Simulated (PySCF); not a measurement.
# Energy and gradient calculation of C$_{2}$H$_{5}$Si

C$_{2}$H$_{5}$Si, multiplicity 2, SMILES C=C[SiH2], computed with HF/def2-SVP, UHF (PySCF 2.14.0).

The geometry comes from this level: PBE0-D4/def2-TZVP. Figures and captions count atoms from 1; the log counts them from 0 in places.

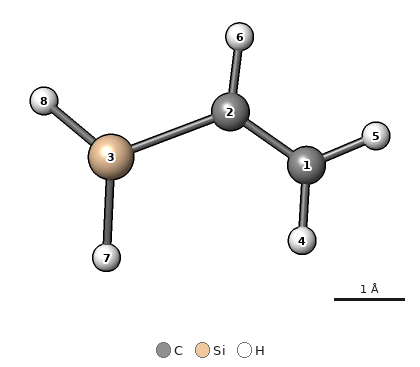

Figure 1. The structure as given in the input (ball-and-stick view, seen on its broad side; atoms are numbered from 1 in the order of the input).

Key numbers:

```tsv
quantity	value
outcome	converged
total energy	−367.367853 hartree
basis functions	71
largest force	0.810 eV/Å
⟨S²⟩	0.910
dipole moment	0.74 D
hardware	1 thread of Arm Neoverse V2, 24 GiB of memory available, shared host
wall time	2.8 s
peak memory	0.14 GiB
```

Remarks:

The record of the run, not the program, notes: logged alpha LUMO and gap are faulty; spin contamination. ⟨S²⟩ is 0.91 against 0.75 for a pure state: the solution is spin-contaminated.

Input (input.py):
```python
from pyscf import gto

system = gto.Mole()
system.atom = '''
C   -0.408600   0.930200  -0.877900
C   -0.357700   0.348900   0.326600
Si   0.886400  -0.913500   0.807600
H    0.266200   0.644900  -1.679900
H   -1.129000   1.708400  -1.111700
H   -1.056700   0.689200   1.089200
H    1.531500  -1.544100  -0.375100
H    0.360000  -1.921200   1.765400
'''
system.max_memory = 1860
system.charge = 0
system.basis = 'def2-svp'
system.verbose = 4
system.spin = 1
system.build()

mf = system.UHF()
mf.conv_tol = 1e-10
mf.kernel()
if not mf.converged:
    mf = mf.newton().run(mf.mo_coeff, mf.mo_occ)

e_tot = mf.e_tot
print('E = %.10f Eh' % e_tot)
grad = mf.nuc_grad_method().kernel()
mf.analyze()
```

Launch command:
```bash
OMP_NUM_THREADS=1 python input.py
```

The program's output:
```
PySCF version 2.14.0

[INPUT] num. atoms = 8
[INPUT] num. electrons = 31
[INPUT] charge = 0
[INPUT] spin (= nelec alpha-beta = 2S) = 1
[INPUT] symmetry False subgroup None
[INPUT] Mole.unit = angstrom
[INPUT] Symbol           X                Y                Z      unit          X                Y                Z       unit  Magmom
[INPUT]  1 C     -0.408600000000   0.930200000000  -0.877900000000 AA   -0.772142094497   1.757823241070  -1.658990564756 Bohr   0.0
[INPUT]  2 C     -0.357700000000   0.348900000000   0.326600000000 AA   -0.675955034757   0.659325444861   0.617184552283 Bohr   0.0
[INPUT]  3 Si     0.886400000000  -0.913500000000   0.807600000000 AA    1.675053236814  -1.726264814790   1.526142818199 Bohr   0.0
[INPUT]  4 H      0.266200000000   0.644900000000  -1.679900000000 AA    0.503045094359   1.218684377732  -3.174550916657 Bohr   0.0
[INPUT]  5 H     -1.129000000000   1.708400000000  -1.111700000000 AA   -2.133500794634   3.228408111207  -2.100808532679 Bohr   0.0
[INPUT]  6 H     -1.056700000000   0.689200000000   1.089200000000 AA   -1.996873595828   1.302399245050   2.058289694876 Bohr   0.0
[INPUT]  7 H      1.531500000000  -1.544100000000  -0.375100000000 AA    2.894115559771  -2.917926108941  -0.708836269324 Bohr   0.0
[INPUT]  8 H      0.360000000000  -1.921200000000   1.765400000000 AA    0.680301404843  -3.630541830514   3.336122500307 Bohr   0.0

nuclear repulsion = 90.6432122759736
number of shells = 35
number of NR pGTOs = 119
number of NR cGTOs = 71
basis = def2-svp
ecp = {}

******** <class 'pyscf.scf.uhf.UHF'> ********
method = UHF
initial guess = minao
damping factor = 0
level_shift factor = 0
DIIS = <class 'pyscf.scf.diis.CDIIS'>
diis_start_cycle = 1
diis_space = 8
diis_damp = 0
SCF conv_tol = 1e-10
SCF conv_tol_grad = None
SCF max_cycles = 50
direct_scf = True
direct_scf_tol = 1e-13
number electrons alpha = 16  beta = 15
Set gradient conv threshold to 1e-05
init E= -367.470231132868
  alpha nocc = 16  HOMO = -0.107210168025117  LUMO = 0.0498613169795412
  beta  nocc = 15  HOMO = -0.30706400713157  LUMO = -0.107210168025117

WARN: HOMO -0.107210168025117 >= LUMO -0.107210168025117

cycle= 1 E= -367.31531102695  delta_E= 0.155  |g|= 0.204  |ddm|= 1.87
  alpha nocc = 16  HOMO = -0.290889564179767  LUMO = 0.149877497340734
  beta  nocc = 15  HOMO = -0.391779072159818  LUMO = 0.0202156116846637
  HOMO = -0.29088956418  LUMO = 0.0202156116847  gap/eV = 8.46560
cycle= 2 E= -367.357861507757  delta_E= -0.0426  |g|= 0.0637  |ddm|= 0.318
  alpha nocc = 16  HOMO = -0.288574208667041  LUMO = 0.169432228547512
  beta  nocc = 15  HOMO = -0.379115152174256  LUMO = 0.0557427580922782
  HOMO = -0.288574208667  LUMO = 0.0557427580923  gap/eV = 9.36934
cycle= 3 E= -367.364706198047  delta_E= -0.00684  |g|= 0.0222  |ddm|= 0.157
  alpha nocc = 16  HOMO = -0.299314631832753  LUMO = 0.164228061233559
  beta  nocc = 15  HOMO = -0.389540322899801  LUMO = 0.0553492822813024
  HOMO = -0.299314631833  LUMO = 0.0553492822813  gap/eV = 9.65090
cycle= 4 E= -367.365818583577  delta_E= -0.00111  |g|= 0.0132  |ddm|= 0.0543
  alpha nocc = 16  HOMO = -0.302843762572884  LUMO = 0.165432949877984
  beta  nocc = 15  HOMO = -0.389822632286995  LUMO = 0.0584073293716068
  HOMO = -0.302843762573  LUMO = 0.0584073293716  gap/eV = 9.83014
cycle= 5 E= -367.366388537753  delta_E= -0.00057  |g|= 0.00907  |ddm|= 0.041
  alpha nocc = 16  HOMO = -0.304055667260094  LUMO = 0.165427161378942
  beta  nocc = 15  HOMO = -0.392218234572572  LUMO = 0.0602563131256586
  HOMO = -0.30405566726  LUMO = 0.0602563131257  gap/eV = 9.91343
cycle= 6 E= -367.366720693007  delta_E= -0.000332  |g|= 0.00774  |ddm|= 0.026
  alpha nocc = 16  HOMO = -0.305408008151535  LUMO = 0.166234943410608
  beta  nocc = 15  HOMO = -0.394183164068614  LUMO = 0.06120905982432
  HOMO = -0.305408008152  LUMO = 0.0612090598243  gap/eV = 9.97616
cycle= 7 E= -367.36715234012  delta_E= -0.000432  |g|= 0.00648  |ddm|= 0.0367
  alpha nocc = 16  HOMO = -0.307547077210806  LUMO = 0.168918430564247
  beta  nocc = 15  HOMO = -0.399100937943613  LUMO = 0.0634397912108571
  HOMO = -0.307547077211  LUMO = 0.0634397912109  gap/eV = 10.09507
cycle= 8 E= -367.367770618297  delta_E= -0.000618  |g|= 0.00314  |ddm|= 0.0821
  alpha nocc = 16  HOMO = -0.308476698201897  LUMO = 0.169810249628329
  beta  nocc = 15  HOMO = -0.401319613861257  LUMO = 0.0640002800876638
  HOMO = -0.308476698202  LUMO = 0.0640002800877  gap/eV = 10.13561
cycle= 9 E= -367.367850361012  delta_E= -7.97e-05  |g|= 0.00106  |ddm|= 0.0369
  alpha nocc = 16  HOMO = -0.308164329679911  LUMO = 0.169056908926327
  beta  nocc = 15  HOMO = -0.399719766171679  LUMO = 0.0637560298441131
  HOMO = -0.30816432968  LUMO = 0.0637560298441  gap/eV = 10.12047
cycle= 10 E= -367.367849326548  delta_E= 1.03e-06  |g|= 0.000662  |ddm|= 0.00739
  alpha nocc = 16  HOMO = -0.308505868939637  LUMO = 0.169645923219539
  beta  nocc = 15  HOMO = -0.40082015549627  LUMO = 0.0640568856550954
  HOMO = -0.30850586894  LUMO = 0.0640568856551  gap/eV = 10.13795
cycle= 11 E= -367.367852643877  delta_E= -3.32e-06  |g|= 0.000229  |ddm|= 0.00854
  alpha nocc = 16  HOMO = -0.308454441163595  LUMO = 0.169533282130704
  beta  nocc = 15  HOMO = -0.40060425204708  LUMO = 0.0640084349844274
  HOMO = -0.308454441164  LUMO = 0.0640084349844  gap/eV = 10.13523
cycle= 12 E= -367.367852842291  delta_E= -1.98e-07  |g|= 7.99e-05  |ddm|= 0.0019
  alpha nocc = 16  HOMO = -0.308481784733177  LUMO = 0.169569523391058
  beta  nocc = 15  HOMO = -0.400674710150763  LUMO = 0.0640123455823649
  HOMO = -0.308481784733  LUMO = 0.0640123455824  gap/eV = 10.13608
cycle= 13 E= -367.367852864299  delta_E= -2.2e-08  |g|= 2.72e-05  |ddm|= 0.000647
  alpha nocc = 16  HOMO = -0.308469881266838  LUMO = 0.169556963196307
  beta  nocc = 15  HOMO = -0.400644488419538  LUMO = 0.0640083242445821
  HOMO = -0.308469881267  LUMO = 0.0640083242446  gap/eV = 10.13565
cycle= 14 E= -367.367852867061  delta_E= -2.76e-09  |g|= 9.54e-06  |ddm|= 0.000232
  alpha nocc = 16  HOMO = -0.308473831896889  LUMO = 0.169560568942158
  beta  nocc = 15  HOMO = -0.400649085822931  LUMO = 0.0640092024692085
  HOMO = -0.308473831897  LUMO = 0.0640092024692  gap/eV = 10.13578
cycle= 15 E= -367.367852867404  delta_E= -3.43e-10  |g|= 3.24e-06  |ddm|= 5.63e-05
  alpha nocc = 16  HOMO = -0.308474294100982  LUMO = 0.169560696587043
  beta  nocc = 15  HOMO = -0.400649464028003  LUMO = 0.0640103364904636
  HOMO = -0.308474294101  LUMO = 0.0640103364905  gap/eV = 10.13582
cycle= 16 E= -367.367852867429  delta_E= -2.54e-11  |g|= 1e-06  |ddm|= 1.48e-05
  alpha nocc = 16  HOMO = -0.308474392245116  LUMO = 0.169560748763582
  beta  nocc = 15  HOMO = -0.400649621454995  LUMO = 0.0640102716620827
  HOMO = -0.308474392245  LUMO = 0.0640102716621  gap/eV = 10.13582
```

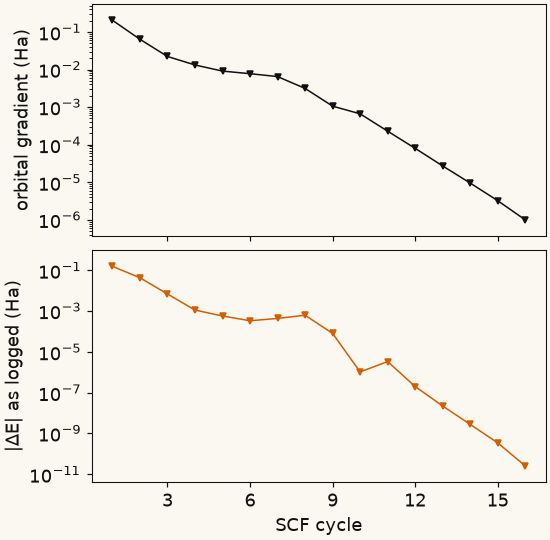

Figure 2. Convergence of the self-consistent field: orbital gradient and size of the energy change against the SCF cycle. The residual falls at every step.

```
Extra cycle  E= -367.367852867432  delta_E= -2.96e-12  |g|= 6.6e-07  |ddm|= 2.05e-06
converged SCF energy = -367.367852867432  <S^2> = 0.90975104  2S+1 = 2.1538348
E = -367.3678528674 Eh

******** <class 'pyscf.grad.uhf.Gradients'> for <class 'pyscf.scf.uhf.UHF'> ********
unit = Eh/Bohr
--------------- UHF gradients ---------------
         x                y                z
0 C     0.0014789585    -0.0076558353     0.0136768525
1 C     0.0044371259     0.0030570439    -0.0116910891
2 Si    -0.0062271723     0.0065437255    -0.0029164352
3 H     0.0010087283    -0.0007149246    -0.0002997984
4 H    -0.0009958581     0.0004740702     0.0001049886
5 H    -0.0004680708    -0.0001018590     0.0011327415
6 H     0.0013852076    -0.0002997987    -0.0018764899
7 H    -0.0006189189    -0.0013024219     0.0018692300
----------------------------------------------
**** SCF Summaries ****
Total Energy =                        -367.367852867432248
Nuclear Repulsion Energy =              90.643212275973639
One-electron Energy =                 -685.520466645893407
Two-electron Energy =                  227.509401502487492
Two-electron Coulomb Energy =          259.997506010804159
DFT Exchange-Correlation Energy =      -32.488104508316667
HOMO-LUMO gap [eV] =                    10.135823976108753
**** MO energy ****
                             alpha | beta                alpha | beta
MO #1   energy= -68.7530852142018  | -68.7472382457712  occ= 1 | 1
MO #2   energy= -11.2516510832011  | -11.2389993586865  occ= 1 | 1
MO #3   energy= -11.2245193180157  | -11.234826152703   occ= 1 | 1
MO #4   energy= -6.12751522853008  | -6.11891327199992  occ= 1 | 1
MO #5   energy= -4.24373751001796  | -4.23045209755829  occ= 1 | 1
MO #6   energy= -4.2346849111984   | -4.23012183783688  occ= 1 | 1
MO #7   energy= -4.23440092075613  | -4.22241846789258  occ= 1 | 1
MO #8   energy= -1.03460488593956  | -1.0270765861791   occ= 1 | 1
MO #9   energy= -0.798212916921359 | -0.786820840176059 occ= 1 | 1
MO #10  energy= -0.69932418250236  | -0.675369757690677 occ= 1 | 1
MO #11  energy= -0.628316730193545 | -0.619429072625972 occ= 1 | 1
MO #12  energy= -0.568607960697346 | -0.562948732062589 occ= 1 | 1
MO #13  energy= -0.483161511524543 | -0.476544488762157 occ= 1 | 1
MO #14  energy= -0.460029372514298 | -0.461065271308685 occ= 1 | 1
MO #15  energy= -0.418463789126183 | -0.400649621454995 occ= 1 | 1
MO #16  energy= -0.308474392245116 | 0.0640102716620827 occ= 1 | 0
MO #17  energy= 0.136254426088997  | 0.169560748763582  occ= 0 | 0
MO #18  energy= 0.175161598408631  | 0.184284904751997  occ= 0 | 0
MO #19  energy= 0.188207241396322  | 0.211100883004014  occ= 0 | 0
MO #20  energy= 0.219436787732276  | 0.225511275008284  occ= 0 | 0
MO #21  energy= 0.224691768487664  | 0.240046902178329  occ= 0 | 0
MO #22  energy= 0.240348413877202  | 0.248857119736599  occ= 0 | 0
MO #23  energy= 0.296711832266701  | 0.301750295989959  occ= 0 | 0
MO #24  energy= 0.304847839391993  | 0.323266769399913  occ= 0 | 0
MO #25  energy= 0.448925572327088  | 0.45531072777995   occ= 0 | 0
MO #26  energy= 0.483324900564552  | 0.486594057339739  occ= 0 | 0
MO #27  energy= 0.521472974850024  | 0.572846867133268  occ= 0 | 0
MO #28  energy= 0.54832518218947   | 0.575863514507128  occ= 0 | 0
MO #29  energy= 0.593014288494622  | 0.604507525711175  occ= 0 | 0
MO #30  energy= 0.611296440310808  | 0.632087439139758  occ= 0 | 0
MO #31  energy= 0.660975868697837  | 0.672890975387733  occ= 0 | 0
MO #32  energy= 0.681043458494247  | 0.70380449836192   occ= 0 | 0
MO #33  energy= 0.701453846354981  | 0.729248121119213  occ= 0 | 0
MO #34  energy= 0.729691939346742  | 0.767606573695577  occ= 0 | 0
MO #35  energy= 0.745443185203479  | 0.77895256843692   occ= 0 | 0
MO #36  energy= 0.814355926678917  | 0.814875074788818  occ= 0 | 0
MO #37  energy= 0.859547506156737  | 0.838209991128796  occ= 0 | 0
MO #38  energy= 0.874838218732064  | 0.890824842777368  occ= 0 | 0
MO #39  energy= 0.879934254568165  | 0.892440279829687  occ= 0 | 0
MO #40  energy= 0.905398423423043  | 0.908067852025383  occ= 0 | 0
MO #41  energy= 0.922710489535648  | 0.933040040554562  occ= 0 | 0
MO #42  energy= 0.995339890633528  | 1.0037657842688    occ= 0 | 0
MO #43  energy= 1.08207091854091   | 1.08328943205503   occ= 0 | 0
MO #44  energy= 1.15260460170724   | 1.1600855359715    occ= 0 | 0
MO #45  energy= 1.17408795457569   | 1.17821973876468   occ= 0 | 0
MO #46  energy= 1.35003763324686   | 1.35083777606038   occ= 0 | 0
MO #47  energy= 1.43706410608706   | 1.45986533779423   occ= 0 | 0
MO #48  energy= 1.51732120652962   | 1.51741552650829   occ= 0 | 0
MO #49  energy= 1.72979575809557   | 1.73428069796169   occ= 0 | 0
MO #50  energy= 1.76130131445681   | 1.75999392166557   occ= 0 | 0
MO #51  energy= 1.84520744254426   | 1.84987060867781   occ= 0 | 0
MO #52  energy= 1.85306065968424   | 1.85521406525388   occ= 0 | 0
MO #53  energy= 1.87715825775824   | 1.87808248702311   occ= 0 | 0
MO #54  energy= 1.93497716563929   | 1.94048098770014   occ= 0 | 0
MO #55  energy= 1.96983437711065   | 1.97118711166486   occ= 0 | 0
MO #56  energy= 2.02413269200266   | 2.0286151294045    occ= 0 | 0
MO #57  energy= 2.09257285362037   | 2.09094993822421   occ= 0 | 0
MO #58  energy= 2.11897905481967   | 2.11687500595012   occ= 0 | 0
MO #59  energy= 2.17522268981165   | 2.17983417691754   occ= 0 | 0
MO #60  energy= 2.31184978320918   | 2.31114742686311   occ= 0 | 0
MO #61  energy= 2.32408630360032   | 2.32642066284447   occ= 0 | 0
MO #62  energy= 2.38937438555806   | 2.39264662726398   occ= 0 | 0
MO #63  energy= 2.4875907872773    | 2.49303804321253   occ= 0 | 0
MO #64  energy= 2.62210898413488   | 2.61775412908015   occ= 0 | 0
MO #65  energy= 2.62549924533715   | 2.63530683597888   occ= 0 | 0
MO #66  energy= 2.7181697201659    | 2.71730499612113   occ= 0 | 0
MO #67  energy= 2.77927575787759   | 2.78316728737096   occ= 0 | 0
MO #68  energy= 3.09842908627487   | 3.09980900423924   occ= 0 | 0
MO #69  energy= 3.12061617741541   | 3.12347029795749   occ= 0 | 0
MO #70  energy= 3.32954359075015   | 3.33224959274381   occ= 0 | 0
MO #71  energy= 3.56096990866054   | 3.56330713061166   occ= 0 | 0

To work with the spin densities directly, `use mulliken_meta_spin()` only printing them here.

 ** Mulliken spin pop alpha/beta on meta-lowdin orthogonal AOs **
 ** Mulliken Spin Density (per AO)  **
spin_pop of  0 C 1s       -0.00000
spin_pop of  0 C 2s        0.03819
spin_pop of  0 C 3s       -0.00085
spin_pop of  0 C 2px       0.20217
spin_pop of  0 C 2py       0.23668
spin_pop of  0 C 2pz       0.05932
spin_pop of  0 C 3px       0.00164
spin_pop of  0 C 3py       0.00195
spin_pop of  0 C 3pz       0.00030
spin_pop of  0 C 3dxy     -0.00055
spin_pop of  0 C 3dyz     -0.00014
spin_pop of  0 C 3dz^2    -0.00018
spin_pop of  0 C 3dxz     -0.00017
spin_pop of  0 C 3dx2-y2   -0.00005
spin_pop of  1 C 1s        0.00000
spin_pop of  1 C 2s       -0.03308
spin_pop of  1 C 3s        0.00038
spin_pop of  1 C 2px      -0.17033
spin_pop of  1 C 2py      -0.18932
spin_pop of  1 C 2pz      -0.05577
spin_pop of  1 C 3px      -0.00110
spin_pop of  1 C 3py      -0.00164
spin_pop of  1 C 3pz      -0.00010
spin_pop of  1 C 3dxy      0.00060
spin_pop of  1 C 3dyz      0.00020
spin_pop of  1 C 3dz^2     0.00020
spin_pop of  1 C 3dxz      0.00030
spin_pop of  1 C 3dx2-y2    0.00008
spin_pop of  2 Si 1s       -0.00000
spin_pop of  2 Si 2s        0.00003
spin_pop of  2 Si 3s        0.16553
spin_pop of  2 Si 4s        0.00398
spin_pop of  2 Si 2px       0.00000
spin_pop of  2 Si 2py       0.00000
spin_pop of  2 Si 2pz       0.00000
spin_pop of  2 Si 3px       0.39466
spin_pop of  2 Si 3py       0.19983
spin_pop of  2 Si 3pz       0.19246
spin_pop of  2 Si 4px       0.00015
spin_pop of  2 Si 4py       0.00004
spin_pop of  2 Si 4pz      -0.00001
spin_pop of  2 Si 3dxy      0.00130
spin_pop of  2 Si 3dyz      0.00033
spin_pop of  2 Si 3dz^2    -0.00025
spin_pop of  2 Si 3dxz      0.00059
spin_pop of  2 Si 3dx2-y2   -0.00145
spin_pop of  3 H 1s       -0.02510
spin_pop of  3 H 2s        0.00010
spin_pop of  3 H 2px       0.00007
spin_pop of  3 H 2py       0.00007
spin_pop of  3 H 2pz      -0.00001
spin_pop of  4 H 1s       -0.02516
spin_pop of  4 H 2s        0.00007
spin_pop of  4 H 2px       0.00008
spin_pop of  4 H 2py       0.00003
spin_pop of  4 H 2pz       0.00002
spin_pop of  5 H 1s        0.02018
spin_pop of  5 H 2s       -0.00001
spin_pop of  5 H 2px      -0.00003
spin_pop of  5 H 2py      -0.00006
spin_pop of  5 H 2pz      -0.00000
spin_pop of  6 H 1s       -0.00701
spin_pop of  6 H 2s        0.00014
spin_pop of  6 H 2px       0.00017
spin_pop of  6 H 2py      -0.00018
spin_pop of  6 H 2pz      -0.00034
spin_pop of  7 H 1s       -0.00872
spin_pop of  7 H 2s        0.00018
spin_pop of  7 H 2px      -0.00021
spin_pop of  7 H 2py      -0.00032
spin_pop of  7 H 2pz       0.00015
 ** Mulliken Spin Density (per atom)  **
spin density of  0 C =      0.53833
spin density of  1 C =     -0.44959
spin density of  2 Si =      0.95719
spin density of  3 H =     -0.02488
spin density of  4 H =     -0.02496
spin density of  5 H =      0.02007
spin density of  6 H =     -0.00723
spin density of  7 H =     -0.00893
 ** Mulliken pop alpha/beta on meta-lowdin orthogonal AOs **
 ** Mulliken pop       alpha | beta **
pop of  0 C 1s        0.99998 | 0.99998
pop of  0 C 2s        0.51734 | 0.47915
pop of  0 C 3s        0.00198 | 0.00283
pop of  0 C 2px       0.62009 | 0.41792
pop of  0 C 2py       0.63045 | 0.39376
pop of  0 C 2pz       0.56116 | 0.50183
pop of  0 C 3px       0.00331 | 0.00166
pop of  0 C 3py       0.00358 | 0.00162
pop of  0 C 3pz       0.00374 | 0.00345
pop of  0 C 3dxy      0.00066 | 0.00121
pop of  0 C 3dyz      0.00082 | 0.00096
pop of  0 C 3dz^2     0.00094 | 0.00112
pop of  0 C 3dxz      0.00082 | 0.00099
pop of  0 C 3dx2-y2    0.00017 | 0.00022
pop of  1 C 1s        0.99998 | 0.99998
pop of  1 C 2s        0.50082 | 0.53390
pop of  1 C 3s        0.00197 | 0.00159
pop of  1 C 2px       0.45270 | 0.62303
pop of  1 C 2py       0.46262 | 0.65194
pop of  1 C 2pz       0.51159 | 0.56736
pop of  1 C 3px       0.00140 | 0.00250
pop of  1 C 3py       0.00143 | 0.00308
pop of  1 C 3pz       0.00215 | 0.00225
pop of  1 C 3dxy      0.00124 | 0.00064
pop of  1 C 3dyz      0.00096 | 0.00076
pop of  1 C 3dz^2     0.00103 | 0.00083
pop of  1 C 3dxz      0.00091 | 0.00061
pop of  1 C 3dx2-y2    0.00016 | 0.00008
pop of  2 Si 1s        1.00000 | 1.00000
pop of  2 Si 2s        0.99998 | 0.99995
pop of  2 Si 3s        0.63698 | 0.47145
pop of  2 Si 4s        0.00647 | 0.00249
pop of  2 Si 2px       0.99999 | 0.99999
pop of  2 Si 2py       0.99999 | 0.99999
pop of  2 Si 2pz       0.99999 | 0.99999
pop of  2 Si 3px       0.59760 | 0.20294
pop of  2 Si 3py       0.48247 | 0.28264
pop of  2 Si 3pz       0.50242 | 0.30996
pop of  2 Si 4px       0.00325 | 0.00310
pop of  2 Si 4py       0.00486 | 0.00481
pop of  2 Si 4pz       0.00362 | 0.00362
pop of  2 Si 3dxy      0.00636 | 0.00506
pop of  2 Si 3dyz      0.00521 | 0.00488
pop of  2 Si 3dz^2     0.00195 | 0.00219
pop of  2 Si 3dxz      0.00430 | 0.00371
pop of  2 Si 3dx2-y2    0.00082 | 0.00227
pop of  3 H 1s        0.43754 | 0.46264
pop of  3 H 2s        0.00482 | 0.00472
pop of  3 H 2px       0.00046 | 0.00039
pop of  3 H 2py       0.00016 | 0.00009
pop of  3 H 2pz       0.00061 | 0.00062
pop of  4 H 1s        0.43494 | 0.46010
pop of  4 H 2s        0.00505 | 0.00498
pop of  4 H 2px       0.00054 | 0.00046
pop of  4 H 2py       0.00057 | 0.00054
pop of  4 H 2pz       0.00009 | 0.00007
pop of  5 H 1s        0.45548 | 0.43530
pop of  5 H 2s        0.00454 | 0.00455
pop of  5 H 2px       0.00044 | 0.00047
pop of  5 H 2py       0.00013 | 0.00019
pop of  5 H 2pz       0.00043 | 0.00043
pop of  6 H 1s        0.55485 | 0.56186
pop of  6 H 2s        0.00109 | 0.00096
pop of  6 H 2px       0.00054 | 0.00037
pop of  6 H 2py       0.00035 | 0.00053
pop of  6 H 2pz       0.00125 | 0.00160
pop of  7 H 1s        0.55248 | 0.56121
pop of  7 H 2s        0.00122 | 0.00105
pop of  7 H 2px       0.00020 | 0.00042
pop of  7 H 2py       0.00089 | 0.00121
pop of  7 H 2pz       0.00105 | 0.00090
In total            16.00000 | 15.00000
 ** Mulliken atomic charges   ( Nelec_alpha | Nelec_beta ) **
charge of  0C =     -0.15174  (     3.34503      2.80671 )
charge of  1C =     -0.32750  (     2.93896      3.38854 )
charge of  2Si =      0.44465  (     7.25627      6.29908 )
charge of  3H =      0.08794  (     0.44359      0.46847 )
charge of  4H =      0.09267  (     0.44119      0.46615 )
charge of  5H =      0.09802  (     0.46102      0.44095 )
charge of  6H =     -0.12340  (     0.55809      0.56531 )
charge of  7H =     -0.12065  (     0.55586      0.56479 )
Dipole moment(X, Y, Z, Debye): -0.38566,  0.55298, -0.29528
```
